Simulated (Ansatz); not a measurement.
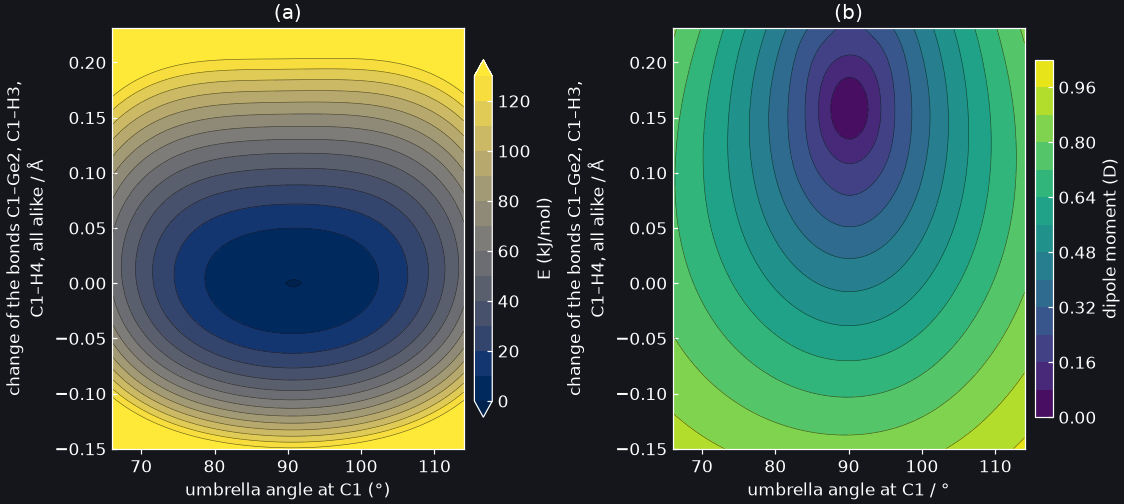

CH5Ge, SMILES [CH2][GeH3], spin multiplicity 2. 
- The first coordinate is: umbrella angle at C1 (between each of its bonds and their common axis; 90 is planar); the second: change of the bonds C1–Ge2, C1–H3, C1–H4, all alike.
- Nothing is relaxed (all other coordinates rigid).
- The grid has 11 × 11 points.
- Points are written as (first, second).
- Energies are in kJ/mol, from the lowest grid point.
- Theory: Ansatz, UHF-MP2, frozen core/def2-TZVP.

Panel (a) is the energy; panel (b) is the computed dipole moment, in D.

In the figure: filled contours, one colour for all values above the top of the scale. Between grid points the surface is interpolated.

Q: How does the dipole moment vary over the map, and what is it at the lowest grid point?

A: Leaving out the highest fifth of the energies, it runs from 0.02 D at (90.0°, 0.155 Å) to 0.87 D at (114.0°, −0.074 Å). At the lowest grid point, (90.0°, 0.003 Å), it is 0.45 D.
